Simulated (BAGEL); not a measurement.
# CH2BNO (SMILES BN=C=O): levels of theory compared

We compute a comparison of 4 runs (B3LYP/6-31G*, B3LYP/def2-SVPD, PBE0/def2-SVPD, RI-MP2/def2-SVPD) of CH2BNO. 

The calculation is run with BAGEL 1.2.2.

## 1. Starting point

CH2BNO: 6 atoms, total charge 0, spin state singlet. As SMILES, `BN=C=O`. The coordinates come from a PBE0-D4/def2-TZVP relaxation.

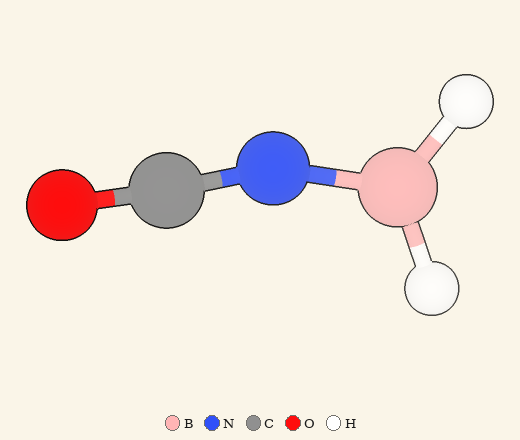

Viewed from a chosen angle; boron pink, nitrogen blue, carbon grey, oxygen red, hydrogen white.

## 2. The energy at B3LYP/6-31G(d) (density fitting with qzvpp-jkfit, spherical functions) (run 1)

dft.json

```json
{ "bagel" : [

{
  "title" : "molecule",
  "basis" : "6-31gs.json",
  "df_basis" : "qzvpp-jkfit",
  "angstrom" : true,
  "geometry" : [
    { "atom" : "B", "xyz" : [      -0.470000,       0.955400,      -0.144700 ] },
    { "atom" : "N", "xyz" : [       0.227000,      -0.197800,       0.250100 ] },
    { "atom" : "C", "xyz" : [       0.668900,      -1.308900,       0.214400 ] },
    { "atom" : "O", "xyz" : [       1.129200,      -2.375400,       0.245600 ] },
    { "atom" : "H", "xyz" : [      -1.048600,       0.958600,      -1.190700 ] },
    { "atom" : "H", "xyz" : [      -0.464500,       1.904100,       0.579200 ] }
  ]
},

{
  "title" : "ks",
  "xc_func" : "b3lyp"
},

{
  "title" : "print",
  "file" : "orbitals.molden",
  "orbitals" : true
}

]}
```

The basis set 6-31G* is read from a file made from the Basis Set Exchange's data (not shown).

Launch:

```sh
$ BAGEL_NUM_THREADS=1 BAGEL dft.json > dft.out
```

What it wrote:

```text
* using 1 threads per process

  ===============================================================
  ===============================================================

  *** Geometry ***

  { "atom" : "B", "xyz" : [     -0.888171,      1.805444,     -0.273443 ] },
  { "atom" : "N", "xyz" : [      0.428968,     -0.373788,      0.472621 ] },
  { "atom" : "C", "xyz" : [      1.264038,     -2.473463,      0.405157 ] },
  { "atom" : "O", "xyz" : [      2.133879,     -4.488855,      0.464117 ] },
  { "atom" : "H", "xyz" : [     -1.981567,      1.811491,     -2.250097 ] },
  { "atom" : "H", "xyz" : [     -0.877778,      3.598228,      1.094529 ] },

  Number of auxiliary basis functions:      340

  Since a DF basis is specified, we compute 2- and 3-index integrals:
    o Being stored without compression. Storage requirement is 0.010 GB

  Number of basis functions:       60
  Number of electrons      :       28

    * METHOD: MOLECULE                             0.08

  *** Kohn-Sham DFT ***

    * Removing 9462 points whose weight is below 1.00e-10
    * Grid points: 79974

  === Nuclear Repulsion ===
    89.9409396578

       - DIIS with orbital gradients will be used.

  === KS iteration (b3lyp / 6-31gs.json) ===
      0       -169.86619247          0.14533866           0.13
      1       -132.80904515          0.17045903           0.13
      2       -130.40900765          0.26943499           0.13
      3       -180.10669744          0.15096628           0.13
      4       -183.72366401          0.12786608           0.13
      5       -186.76212663          0.10259147           0.13
      6       -186.08858000          0.12023808           0.13
      7       -135.88191254          0.17782688           0.13
      8       -186.63809249          0.14889784           0.13
      9       -191.08701591          0.10479880           0.12
     10       -193.36526400          0.05483929           0.13
     11       -193.90964565          0.03386198           0.13
     12       -193.94179700          0.02813519           0.13
     13       -194.11839710          0.01211010           0.13
     14       -194.15376415          0.00183387           0.13
     15       -194.15434221          0.00056579           0.13
     16       -194.15439964          0.00006382           0.12
     17       -194.15440052          0.00001052           0.13
     18       -194.15440055          0.00000321           0.13
     19       -194.15440055          0.00000287           0.13
     20       -194.15440055          0.00000052           0.13
     21       -194.15440055          0.00000015           0.13
     22       -194.15440055          0.00000004           0.13
     23       -194.15440055          0.00000002           0.13
     24       -194.15440055          0.00000000           0.13
    * SCF iteration converged.

    * Permanent dipole moment:
           (    0.158134,    -0.274837,     0.079559) a.u.

    * METHOD: KS                                   3.40

    * METHOD: PRINT                                0.01

  ===============================================================
```

Wall time 3.6 s (1 thread of Arm Neoverse V2, shared host); peak memory 0.24 GiB.

## 3. The energy at B3LYP/def2-SVPD (density fitting with qzvpp-jkfit) (run 2)

calc.json

```json
{ "bagel": [

{
  "title": "molecule",
  "basis": "def2-svpd.json",
  "df_basis": "qzvpp-jkfit",
  "angstrom": true,
  "geometry": [
    { "atom": "B", "xyz": [      -0.470000,       0.955400,      -0.144700 ] },
    { "atom": "N", "xyz": [       0.227000,      -0.197800,       0.250100 ] },
    { "atom": "C", "xyz": [       0.668900,      -1.308900,       0.214400 ] },
    { "atom": "O", "xyz": [       1.129200,      -2.375400,       0.245600 ] },
    { "atom": "H", "xyz": [      -1.048600,       0.958600,      -1.190700 ] },
    { "atom": "H", "xyz": [      -0.464500,       1.904100,       0.579200 ] }
  ]
},

{
  "title": "ks",
  "xc_func": "b3lyp"
},

{
  "title": "print",
  "file": "orbitals.molden",
  "orbitals": true
}

]}
```

The basis set def2-SVPD is read from a file made from the Basis Set Exchange's data (not shown).

Launch:

```sh
$ BAGEL_NUM_THREADS=1 BAGEL calc.json > calc.out
```

What it wrote:

```text
* using 1 threads per process

  ===============================================================
  ===============================================================

  *** Geometry ***

  { "atom" : "B", "xyz" : [     -0.888171,      1.805444,     -0.273443 ] },
  { "atom" : "N", "xyz" : [      0.428968,     -0.373788,      0.472621 ] },
  { "atom" : "C", "xyz" : [      1.264038,     -2.473463,      0.405157 ] },
  { "atom" : "O", "xyz" : [      2.133879,     -4.488855,      0.464117 ] },
  { "atom" : "H", "xyz" : [     -1.981567,      1.811491,     -2.250097 ] },
  { "atom" : "H", "xyz" : [     -0.877778,      3.598228,      1.094529 ] },

  Number of auxiliary basis functions:      340

  Since a DF basis is specified, we compute 2- and 3-index integrals:
    o Being stored without compression. Storage requirement is 0.027 GB

  Number of basis functions:       99
  Number of electrons      :       28

    * METHOD: MOLECULE                             0.10

  *** Kohn-Sham DFT ***

    * Removing 9462 points whose weight is below 1.00e-10
    * Grid points: 79974

  === Nuclear Repulsion ===
    89.9409396578

       - DIIS with orbital gradients will be used.

  === KS iteration (b3lyp / def2-svpd.json) ===
      0       -167.90563474          0.10606364           0.20
      1       -132.47096504          0.14577070           0.20
      2       -133.75778563          0.17990680           0.20
      3       -183.43888902          0.08782353           0.20
      4       -188.84087402          0.08825582           0.21
      5       -193.81506581          0.02301006           0.21
      6       -193.90074574          0.01708622           0.20
      7       -193.99828063          0.00892274           0.20
      8       -194.02442862          0.00302110           0.20
      9       -194.02699677          0.00224708           0.21
     10       -194.02883597          0.00055792           0.21
     11       -194.02896211          0.00007517           0.21
     12       -194.02896482          0.00001085           0.21
     13       -194.02896487          0.00000151           0.20
     14       -194.02896487          0.00000187           0.20
     15       -194.02896487          0.00000061           0.20
     16       -194.02896487          0.00000026           0.20
     17       -194.02896487          0.00000007           0.20
     18       -194.02896487          0.00000002           0.21
     19       -194.02896487          0.00000001           0.20
    * SCF iteration converged.

    * Permanent dipole moment:
           (    0.195421,    -0.358349,     0.084263) a.u.

    * METHOD: KS                                   4.40

    * METHOD: PRINT                                0.02

  ===============================================================
```

It took 4.8 s on 1 thread of Arm Neoverse V2, shared host; peak memory 0.37 GiB.

Run 3 isn't shown in full; the table further down has it.

## 4. A single-point energy at RI-MP2/def2-SVPD (density fitting with qzvpp-jkfit) (run 4)

job.json

```json
{ "bagel": [

{
  "title": "molecule",
  "basis": "def2-svpd.json",
  "df_basis": "qzvpp-jkfit",
  "angstrom": true,
  "geometry": [
    { "atom": "B", "xyz": [      -0.470000,       0.955400,      -0.144700 ] },
    { "atom": "N", "xyz": [       0.227000,      -0.197800,       0.250100 ] },
    { "atom": "C", "xyz": [       0.668900,      -1.308900,       0.214400 ] },
    { "atom": "O", "xyz": [       1.129200,      -2.375400,       0.245600 ] },
    { "atom": "H", "xyz": [      -1.048600,       0.958600,      -1.190700 ] },
    { "atom": "H", "xyz": [      -0.464500,       1.904100,       0.579200 ] }
  ]
},

{ "title": "hf" },

{ "title": "mp2", "ncore": 4 }

]}
```

The basis set def2-SVPD is read from a file made from the Basis Set Exchange's data (not shown).

Launch:

```sh
$ BAGEL_NUM_THREADS=1 BAGEL job.json > job.out
```

What it wrote:

```text
* using 1 threads per process

  ===============================================================
  ===============================================================

  *** Geometry ***

  { "atom" : "B", "xyz" : [     -0.888171,      1.805444,     -0.273443 ] },
  { "atom" : "N", "xyz" : [      0.428968,     -0.373788,      0.472621 ] },
  { "atom" : "C", "xyz" : [      1.264038,     -2.473463,      0.405157 ] },
  { "atom" : "O", "xyz" : [      2.133879,     -4.488855,      0.464117 ] },
  { "atom" : "H", "xyz" : [     -1.981567,      1.811491,     -2.250097 ] },
  { "atom" : "H", "xyz" : [     -0.877778,      3.598228,      1.094529 ] },

  Number of auxiliary basis functions:      340

  Since a DF basis is specified, we compute 2- and 3-index integrals:
    o Being stored without compression. Storage requirement is 0.027 GB

  Number of basis functions:       99
  Number of electrons      :       28

    * METHOD: MOLECULE                             0.10

  *** RHF ***

  === Nuclear Repulsion ===
    89.9409396578

      * DIIS with orbital gradients will be used.

  === RHF iteration (def2-svpd.json) ===
      0       -192.73996987          0.01818485           0.03
      1       -192.84627000          0.01336584           0.03
      2       -192.91790281          0.00180272           0.03
      3       -192.91915076          0.00103815           0.03
      4       -192.91963208          0.00013708           0.03
      5       -192.91964360          0.00005017           0.03
      6       -192.91964615          0.00002222           0.03
      7       -192.91964697          0.00000856           0.03
      8       -192.91964709          0.00000472           0.03
      9       -192.91964712          0.00000254           0.03
     10       -192.91964712          0.00000127           0.03
     11       -192.91964712          0.00000032           0.03
     12       -192.91964712          0.00000010           0.03
     13       -192.91964712          0.00000004           0.03
     14       -192.91964712          0.00000002           0.03
     15       -192.91964712          0.00000001           0.03
     16       -192.91964712          0.00000001           0.03
    * SCF iteration converged.

    * Permanent dipole moment:
           (    0.285272,    -0.518656,     0.126374) a.u.

    * METHOD: HF                                   0.57

  *** RHF ***

  === Nuclear Repulsion ===
    89.9409396578

      * DIIS with orbital gradients will be used.

  === RHF iteration (def2-svpd.json) ===
      0       -192.91964712          0.00000000           0.03
    * SCF iteration converged.

    * Permanent dipole moment:
           (    0.285272,    -0.518656,     0.126374) a.u.

  === DF-MP2 calculation ===

    * freezing 4 orbitals
    * 3-index integral transformation done
    * assembly done

      MP2 correlation energy:   -0.5607974112      0.02

      MP2 total energy:       -193.4804445348

    * METHOD: MP2                                  0.09

  ===============================================================
```

Wall time 0.9 s (1 thread of Arm Neoverse V2, shared host); peak memory 0.096 GiB.

## 5. All runs side by side

```tsv
run	level	frozen core orbitals	energy (Eh)	dipole moment (D)	HOMO energy (eV)	LUMO energy (eV)	wall time
1	B3LYP/6-31G* (density fitting with qzvpp-jkfit, spherical functions)	–	-194.154401	0.83	-7.93	-1.80	3.6 s
2	B3LYP/def2-SVPD (density fitting with qzvpp-jkfit)	–	-194.028965	1.06	-8.24	-2.21	4.8 s
3	PBE0/def2-SVPD (density fitting with qzvpp-jkfit)	–	-193.795509	1.06	-8.45	-1.99	4.5 s
4	RI-MP2/def2-SVPD (density fitting with qzvpp-jkfit)	4	-193.480445	–	–	–	0.9 s
```

## 6. Summary of results

| quantity | value |
| --- | --- |
| run 4: total energy | -193.48044 Eh |
| run 4: correlation energy (4 core orbitals frozen) | -560.8 mEh |

What this shows: Over runs 1, 2, 3 the dipole moment (its size) runs from 0.83 D (B3LYP/6-31G*) to 1.06 D (PBE0/def2-SVPD). The two ends differ in method and basis. Over runs 1, 2, 3 the HOMO–LUMO gap runs from 6.03 eV (B3LYP/def2-SVPD) to 6.46 eV (PBE0/def2-SVPD). Totals of different functionals can't be ranked against each other. All runs together took 14 s, the longest 4.8 s.
